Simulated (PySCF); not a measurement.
## Run report: AlO, single-point calculation

System: AlO, multiplicity 2.
Method: UHF/cc-pvdz, mp2 (PySCF 2.14.0).

Some settings of this run were made unusual or wrong on purpose.

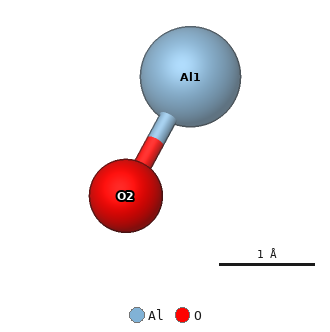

Fig. 1: The structure (ball-and-stick view, seen at an oblique angle; atoms are numbered from 1 in the order of the input). Sticks mark near contacts. Bond lengths as drawn: Al–O 1.53 Å.

What the run reported

- outcome: converged
- SCF energy: −317.462892 hartree
- ⟨S²⟩: 2.446
- dipole moment: 24.27 D
- hardware: 1 CPU thread, shared host
- wall time: 1 s

Diagnosis

Some settings of this run were drawn to be unusual or wrong. It converged; results that depend on the unusual settings are not reference values. ⟨S²⟩ is 2.45 against 0.75 for a pure state: the solution is spin-contaminated.

Input
```python
from pyscf import gto, scf, mp

mol = gto.M(
    atom='Al 0 0 0; O 0 0 1.534',
    basis='cc-pvdz',
    charge=0,
    spin=1,
    verbose=3,
)
mf = scf.UHF(mol)
mf = mf.density_fit(auxbasis='def2-universal-jkfit')
field = 0.2  # electric field along z, atomic units
h = mf.get_hcore() + field*mol.intor('int1e_r')[2]
mf.get_hcore = lambda *args: h
e_nuc = mol.energy_nuc() - field*mol.atom_charges() @ mol.atom_coords()[:, 2]
mf.energy_nuc = lambda *args: e_nuc
mf = mf.newton()
mf.kernel()
mp.MP2(mf, frozen=6).kernel()
mf.dip_moment()
print('orbital energies (hartree):', [e[max(0, n-3):n+3].round(4) for e, n in zip(mf.mo_energy, mol.nelec)])
```

Launch command:
```bash
OMP_NUM_THREADS=1 python input.py
```

Output
```
WARN: HOMO -0.117376132576646 >= LUMO -0.117376132576646

converged SCF energy = -317.462891570623  <S^2> = 2.4460274  2S+1 = 3.2839168
E(DFUMP2) = -317.567340522003  E_corr = -0.104448951379886
E(SCS-DFUMP2) = -317.561604032997  E_corr = -0.0987124623733033
Dipole moment(X, Y, Z, Debye): -0.00000,  0.00000, 24.26999
orbital energies (hartree): [array([-0.8562, -0.842 , -0.5455, -0.0159,  0.0164,  0.0516]), array([-0.6231, -0.3494, -0.3401, -0.0675,  0.0146,  0.0669])]
```
